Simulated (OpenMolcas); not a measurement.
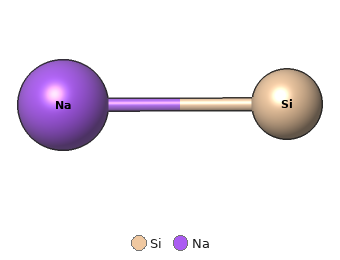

The molecule at the reference distance of 3.166 Å.

SiNa⁺: relativistic diatomic calculation (part 1 of 2)

- system: SiNa⁺.
- method: SA-CASSCF(4,8)/XMS-CASPT2 + RASSI spin-orbit (X2C scalar, AMFI), ANO-RCC-VTZP (OpenMolcas)

## Input file
```
&GATEWAY
Coord
2
angstrom
Si 0.0 0.0 0.0
Na 0.0 0.0 3.1660
Basis=ANO-RCC-VTZP
Group=XY
RX2C
AMFI
ANGMom
0.0 0.0 0.0
RICD
&SEWARD
&GUESSORB
&RASSCF
FileOrb=$CurrDir/o11.orb
Symmetry=1
Spin=1
nActEl=4 0 0
Inactive=6 4
RAS2=4 4
CIRoot=7 7 1
Linear
Iterations=120 100
OrbListing=Nothing
PRWF=0.15
>>COPY $Project.RasOrb $CurrDir/o11.orb
>>COPY $Project.rasscf.h5 $CurrDir/r11.h5
&CASPT2
XMultistate=all
Imaginary=0.2
IPEA=0.25
MaxIter=40
>>COPY $Project.JobMix JOB001
&RASSCF
CIOnly
FileOrb=$CurrDir/ref.orb
Symmetry=2
Spin=1
nActEl=4 0 0
Inactive=6 4
RAS2=4 4
CIRoot=6 6 1
Linear
Iterations=120 100
OrbListing=Nothing
PRWF=0.15
>>COPY $Project.RasOrb $CurrDir/o12.orb
>>COPY $Project.rasscf.h5 $CurrDir/r12.h5
&CASPT2
XMultistate=all
Imaginary=0.2
IPEA=0.25
MaxIter=40
>>COPY $Project.JobMix JOB002
&RASSCF
CIOnly
FileOrb=$CurrDir/ref.orb
Symmetry=1
Spin=5
nActEl=4 0 0
Inactive=6 4
RAS2=4 4
CIRoot=1 1 1
Linear
Iterations=120 100
OrbListing=Nothing
PRWF=0.15
>>COPY $Project.RasOrb $CurrDir/o51.orb
>>COPY $Project.rasscf.h5 $CurrDir/r51.h5
&CASPT2
XMultistate=all
Imaginary=0.2
IPEA=0.25
MaxIter=40
>>COPY $Project.JobMix JOB003
&RASSI
Nr of JobIphs=3 7 6 1
1 2 3 4 5 6 7
1 2 3 4 5 6
1
SpinOrbit
EJob
Omega
MEES
MESO
Properties=4
'AngMom' 3 'Mltpl  1' 1 'Mltpl  1' 2 'Mltpl  1' 3
Thrs=1.0d-4
>>COPY $Project.rassi.h5 $CurrDir/so.h5
```

The first orbital files come from an earlier step.

Hardware: 1 thread of Arm Neoverse V1, 24 GiB of memory available, shared host.

Command:
```bash
pymolcas m.inp (one call a module block, same work directory)
```

## Log (extracts)
```
++    Wave function specifications:
      Number of closed shell electrons          20
      Number of electrons in active shells       4
      Number of inactive orbitals               10
      Number of active orbitals                  8
      Number of secondary orbitals              50
      Spin quantum number                      0.0
      State symmetry                             1
++    Orbital specifications:
      Symmetry species                           1   2
                                                 a   b
      Frozen orbitals                            0   0
      Inactive orbitals                          6   4
      Active orbitals                            4   4
      RAS2 orbitals                              4   4
      Secondary orbitals                        26  24
      Number of basis functions                 36  32
      printout of CI-coefficients larger than  0.15 for root  1
      energy=    -451.376036
      conf/sym  1111 2222     Coeff  Weight
             1  2200 0000  -0.88012 0.77462
             2  2ud0 0000  -0.18298 0.03348
            21  2000 2000   0.24547 0.06026
            23  2000 0200   0.24547 0.06026
      printout of CI-coefficients larger than  0.15 for root  2
      energy=    -451.324734
      conf/sym  1111 2222     Coeff  Weight
            22  2000 ud00  -0.97589 0.95236
      printout of CI-coefficients larger than  0.15 for root  3
      energy=    -451.324734
      conf/sym  1111 2222     Coeff  Weight
            21  2000 2000   0.69005 0.47617
            23  2000 0200  -0.69006 0.47618
      printout of CI-coefficients larger than  0.15 for root  4
      energy=    -451.296807
      conf/sym  1111 2222     Coeff  Weight
             1  2200 0000  -0.30599 0.09363
            21  2000 2000  -0.63165 0.39898
            23  2000 0200  -0.63164 0.39897
      printout of CI-coefficients larger than  0.15 for root  5
      energy=    -451.214085
      conf/sym  1111 2222     Coeff  Weight
             1  2200 0000   0.24230 0.05871
             2  2ud0 0000  -0.76655 0.58760
             7  2u0d 0000  -0.54350 0.29539
      printout of CI-coefficients larger than  0.15 for root  6
      energy=    -451.150040
      conf/sym  1111 2222     Coeff  Weight
            24  2000 u0d0   0.62364 0.38893
            28  2000 0u0d  -0.62365 0.38894
           121  uu00 dd00  -0.42786 0.18307
      printout of CI-coefficients larger than  0.15 for root  7
      energy=    -451.145483
      conf/sym  1111 2222     Coeff  Weight
             2  2ud0 0000   0.56013 0.31374
             7  2u0d 0000  -0.79685 0.63497
      Natural orbitals and occupation numbers for root  1
      sym 1:   1.925259   1.697885   0.003427   0.000331
      sym 2:   0.161100   0.161100   0.025448   0.025449
      Natural orbitals and occupation numbers for root  2
      sym 1:   1.938135   0.059092   0.000464   0.000006
      sym 2:   0.983610   0.983610   0.017542   0.017542
      Natural orbitals and occupation numbers for root  3
      sym 1:   1.938135   0.059092   0.000464   0.000006
      sym 2:   0.983600   0.983619   0.017542   0.017542
      Natural orbitals and occupation numbers for root  4
      sym 1:   1.881386   0.304399   0.009758   0.000919
      sym 2:   0.879698   0.879680   0.022081   0.022081
      Natural orbitals and occupation numbers for root  5
      sym 1:   1.924468   1.349749   0.617827   0.001570
      sym 2:   0.043117   0.043117   0.010076   0.010076
      Natural orbitals and occupation numbers for root  6
      sym 1:   1.748853   0.242200   0.000662   0.000160
      sym 2:   0.591855   0.591859   0.412203   0.412207
      Natural orbitals and occupation numbers for root  7
      sym 1:   1.932598   1.030819   0.001948   0.943119
      sym 2:   0.035702   0.035702   0.010056   0.010056
      RASSCF energy for state  7                   -451.14548341
::    RASSCF root number  1 Total energy:   -451.37603550
::    RASSCF root number  2 Total energy:   -451.32473385
::    RASSCF root number  3 Total energy:   -451.32473385
::    RASSCF root number  4 Total energy:   -451.29680733
::    RASSCF root number  5 Total energy:   -451.21408487
::    RASSCF root number  6 Total energy:   -451.15004031
::    RASSCF root number  7 Total energy:   -451.14548341
      Von Neumann Entropy (Root   1) =  1.01695
++    Wave function specifications:
      Number of closed shell electrons          12
      Number of electrons in active shells       4
      Number of inactive orbitals                6
      Number of active orbitals                  8
      Number of secondary orbitals              50
      Spin quantum number                      0.0
      State symmetry                             1
      Number of CSFs                           176
      Number of CASSCF root(s) available         7
      CASPT2 state passed to geometry opt.       7
      A file JOBMIX will be created
      This is a MULTI-STATE CASSCF reference
      Number of CI roots used                    7
      These are:                                 1   2   3   4   5   6   7
      Off-diagonal elements of Heff are computed
  FINAL CASPT2 RESULT:
      Reference energy:        -451.3760355049
      E2 (Non-variational):      -0.2469465382
      Shift correction:          -0.0021966152
      E2 (Variational):          -0.2491431534
      Total energy:            -451.6251786583
      Reference weight:           0.94617
  FINAL CASPT2 RESULT:
      Reference energy:        -451.3247338480
      E2 (Non-variational):      -0.2565873600
      Shift correction:          -0.0016573628
      E2 (Variational):          -0.2582447228
      Total energy:            -451.5829785708
      Reference weight:           0.94150
  FINAL CASPT2 RESULT:
      Reference energy:        -451.3247338480
      E2 (Non-variational):      -0.2570135522
      Shift correction:          -0.0017143905
      E2 (Variational):          -0.2587279427
      Total energy:            -451.5834617907
      Reference weight:           0.94079
  FINAL CASPT2 RESULT:
      Reference energy:        -451.2968073268
      E2 (Non-variational):      -0.2518870608
      Shift correction:          -0.0022463636
      E2 (Variational):          -0.2541334244
      Total energy:            -451.5509407512
      Reference weight:           0.94184
  FINAL CASPT2 RESULT:
      Reference energy:        -451.2140848682
      E2 (Non-variational):      -0.2456288462
      Shift correction:          -0.0021184453
      E2 (Variational):          -0.2477472916
      Total energy:            -451.4618321598
      Reference weight:           0.94768
  FINAL CASPT2 RESULT:
      Reference energy:        -451.1500403078
      E2 (Non-variational):      -0.2460637965
      Shift correction:          -0.0021637444
      E2 (Variational):          -0.2482275409
      Total energy:            -451.3982678488
      Reference weight:           0.93907
  FINAL CASPT2 RESULT:
      Reference energy:        -451.1454834138
      E2 (Non-variational):      -0.2431686684
      Shift correction:          -0.0016535838
      E2 (Variational):          -0.2448222522
      Total energy:            -451.3903056660
      Reference weight:           0.94880
       Total XMS-CASPT2 energies:
::    XMS-CASPT2 Root  1     Total energy:   -451.62428088
::    XMS-CASPT2 Root  2     Total energy:   -451.58346179
::    XMS-CASPT2 Root  3     Total energy:   -451.58297857
::    XMS-CASPT2 Root  4     Total energy:   -451.55267789
::    XMS-CASPT2 Root  5     Total energy:   -451.46189207
::    XMS-CASPT2 Root  6     Total energy:   -451.39826785
::    XMS-CASPT2 Root  7     Total energy:   -451.38940640
++    Wave function specifications:
      Number of closed shell electrons          20
      Number of electrons in active shells       4
      Number of inactive orbitals               10
      Number of active orbitals                  8
      Number of secondary orbitals              50
      Spin quantum number                      0.0
      State symmetry                             2
      printout of CI-coefficients larger than  0.15 for root  1
      energy=    -451.328952
      conf/sym  1111 2222     Coeff  Weight
             2  2u00 0d00  -0.96619 0.93353
            10  20u0 0d00  -0.15978 0.02553
      printout of CI-coefficients larger than  0.15 for root  2
      energy=    -451.328952
      conf/sym  1111 2222     Coeff  Weight
             1  2u00 d000  -0.96619 0.93353
             9  20u0 d000  -0.15979 0.02553
      printout of CI-coefficients larger than  0.15 for root  3
      energy=    -451.207827
      conf/sym  1111 2222     Coeff  Weight
             2  2u00 0d00   0.19534 0.03816
            10  20u0 0d00  -0.77549 0.60139
            34  200u 0d00  -0.54142 0.29314
      printout of CI-coefficients larger than  0.15 for root  4
      energy=    -451.207827
      conf/sym  1111 2222     Coeff  Weight
             1  2u00 d000   0.19534 0.03816
             9  20u0 d000  -0.77549 0.60139
            33  200u d000  -0.54142 0.29314
      printout of CI-coefficients larger than  0.15 for root  5
      energy=    -451.114922
      conf/sym  1111 2222     Coeff  Weight
             9  20u0 d000   0.55658 0.30978
            33  200u d000  -0.79783 0.63654
      printout of CI-coefficients larger than  0.15 for root  6
      energy=    -451.114922
      conf/sym  1111 2222     Coeff  Weight
            10  20u0 0d00   0.55658 0.30978
            34  200u 0d00  -0.79783 0.63654
      Natural orbitals and occupation numbers for root  1
      sym 1:   1.954370   0.991170   0.003894   0.000880
      sym 2:   0.040068   0.998277   0.003117   0.008225
      Natural orbitals and occupation numbers for root  2
      sym 1:   1.954370   0.991170   0.003894   0.000880
      sym 2:   0.998277   0.040068   0.008225   0.003117
      Natural orbitals and occupation numbers for root  3
      sym 1:   1.926661   0.058562   0.984785   0.001123
      sym 2:   0.026793   0.980594   0.020611   0.000872
      Natural orbitals and occupation numbers for root  4
      sym 1:   1.926661   0.058561   0.984785   0.001123
      sym 2:   0.980595   0.026792   0.000872   0.020610
      Natural orbitals and occupation numbers for root  5
      sym 1:   1.925394   0.050439   0.000145   0.996548
      sym 2:   0.990523   0.025636   0.000704   0.010611
      Natural orbitals and occupation numbers for root  6
      sym 1:   1.925394   0.050439   0.000145   0.996548
      sym 2:   0.025636   0.990523   0.010611   0.000704
      RASSCF energy for state  6                   -451.11492223
::    RASSCF root number  1 Total energy:   -451.32895216
::    RASSCF root number  2 Total energy:   -451.32895178
::    RASSCF root number  3 Total energy:   -451.20782696
::    RASSCF root number  4 Total energy:   -451.20782696
::    RASSCF root number  5 Total energy:   -451.11492244
::    RASSCF root number  6 Total energy:   -451.11492223
      Von Neumann Entropy (Root   1) =  1.21743
++    Wave function specifications:
      Number of closed shell electrons          12
      Number of electrons in active shells       4
      Number of inactive orbitals                6
      Number of active orbitals                  8
      Number of secondary orbitals              50
      Spin quantum number                      0.0
      State symmetry                             2
      Number of CSFs                           160
      Number of CASSCF root(s) available         6
      CASPT2 state passed to geometry opt.       6
      A file JOBMIX will be created
      This is a MULTI-STATE CASSCF reference
      Number of CI roots used                    6
      These are:                                 1   2   3   4   5   6
      Off-diagonal elements of Heff are computed
  FINAL CASPT2 RESULT:
      Reference energy:        -451.3289517089
      E2 (Non-variational):      -0.2737845511
      Shift correction:          -0.0028168117
      E2 (Variational):          -0.2766013627
      Total energy:            -451.6055530716
      Reference weight:           0.92565
  FINAL CASPT2 RESULT:
      Reference energy:        -451.3289513297
      E2 (Non-variational):      -0.2737849653
      Shift correction:          -0.0028168440
      E2 (Variational):          -0.2766018093
      Total energy:            -451.6055531390
      Reference weight:           0.92565
  FINAL CASPT2 RESULT:
      Reference energy:        -451.2078265032
      E2 (Non-variational):      -0.2479348000
      Shift correction:          -0.0026593582
      E2 (Variational):          -0.2505941582
      Total energy:            -451.4584206614
      Reference weight:           0.94373
  FINAL CASPT2 RESULT:
      Reference energy:        -451.2078265016
      E2 (Non-variational):      -0.2479347426
      Shift correction:          -0.0026594132
      E2 (Variational):          -0.2505941559
      Total energy:            -451.4584206575
      Reference weight:           0.94373
  FINAL CASPT2 RESULT:
      Reference energy:        -451.1149219854
      E2 (Non-variational):      -0.2506374525
      Shift correction:          -0.0035864293
      E2 (Variational):          -0.2542238818
      Total energy:            -451.3691458672
      Reference weight:           0.93595
  FINAL CASPT2 RESULT:
      Reference energy:        -451.1149217720
      E2 (Non-variational):      -0.2506376403
      Shift correction:          -0.0035864295
      E2 (Variational):          -0.2542240698
      Total energy:            -451.3691458418
      Reference weight:           0.93595
       Total XMS-CASPT2 energies:
::    XMS-CASPT2 Root  1     Total energy:   -451.60529491
::    XMS-CASPT2 Root  2     Total energy:   -451.60529487
::    XMS-CASPT2 Root  3     Total energy:   -451.45888643
::    XMS-CASPT2 Root  4     Total energy:   -451.45888641
::    XMS-CASPT2 Root  5     Total energy:   -451.36893832
::    XMS-CASPT2 Root  6     Total energy:   -451.36893830
++    Wave function specifications:
      Number of closed shell electrons          20
      Number of electrons in active shells       4
      Number of inactive orbitals               10
      Number of active orbitals                  8
      Number of secondary orbitals              50
      Spin quantum number                      2.0
      State symmetry                             1
      printout of CI-coefficients larger than  0.15 for root  1
      energy=    -451.252219
      conf/sym  1111 2222     Coeff  Weight
             2  uu00 uu00   0.99580 0.99162
      Natural orbitals and occupation numbers for root  1
      sym 1:   0.999982   0.999495   0.000017   0.000505
      sym 2:   0.997077   0.997077   0.002923   0.002923
      RASSCF energy for state  1                   -451.25221894
::    RASSCF root number  1 Total energy:   -451.25221894
      Von Neumann Entropy (Root   1) =  2.03210
++    Wave function specifications:
      Number of closed shell electrons          12
      Number of electrons in active shells       4
      Number of inactive orbitals                6
      Number of active orbitals                  8
      Number of secondary orbitals              50
      Spin quantum number                      2.0
      State symmetry                             1
      Number of CSFs                            38
      Number of CASSCF root(s) available         1
      CASPT2 state passed to geometry opt.       1
      A file JOBMIX will be created
      This is a CASSCF or RASSCF reference function
  FINAL CASPT2 RESULT:
      Reference energy:        -451.2522184560
      E2 (Non-variational):      -0.2316228169
      Shift correction:          -0.0016887102
      E2 (Variational):          -0.2333115271
      Total energy:            -451.4855299831
      Reference weight:           0.95290
  SPIN-FREE ENERGIES:
  (Shifted by EMIN (a.u.) =       -451.6242808798)
 SF State       Relative EMIN(au)   Rel lowest level(eV)    D:o, cm**(-1)      Abs_M
     1             0.0000000000        0.0000000000              0.0000         0.0
     8             0.0189859679        0.5166345047           4166.9383         1.0
     9             0.0189860096        0.5166356391           4166.9474         1.0
     2             0.0408190888        1.1107439928           8958.7545         2.0
     3             0.0413023092        1.1238930873           9064.8091         2.0
     4             0.0716029895        1.9484166028          15715.0397         0.0
    14             0.1387508967        3.7756042416          30452.3019         0.0
     5             0.1623888097        4.4188246237          35640.2242         0.0
    10             0.1653944498        4.5006122572          36299.8859         1.0
    11             0.1653944710        4.5006128336          36299.8906         1.0
     6             0.2260130310        6.1501278822          49604.1267         0.0
     7             0.2348744844        6.3912603147          51548.9909         0.0
    12             0.2553425579        6.9482249677          56041.2138         1.0
    13             0.2553425839        6.9482256755          56041.2195         1.0
```

(Continued in part 2.) Outcome of the run: converged; components of a degenerate state are split by 106 cm⁻¹.
